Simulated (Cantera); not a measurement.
Charge: 1 mol SrCl2, 210 mol H2, equilibrated at 61.0 mbar.

Method: chemical equilibrium by Gibbs-energy minimisation in Cantera with the NASA 1993 tables (ideal gas, pure condensed phases). Candidate condensed phases: Sr, SrCl2; 8 gas species. Rates play no part.

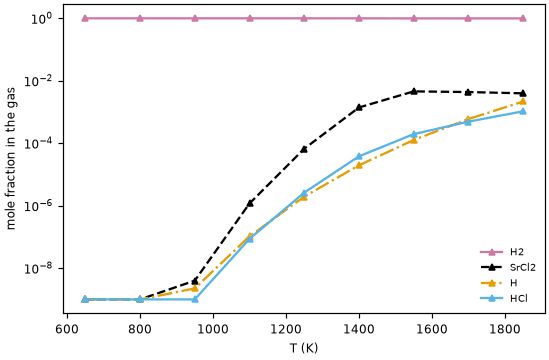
Figure. Equilibrium gas composition (values under 1e-9 drawn at 1e-9)

From 650 K to 1100 K the condensed part is SrCl2(s). From 1250 K to 1400 K the condensed part is SrCl2(l). From 1550 K to 1850 K nothing is condensed.
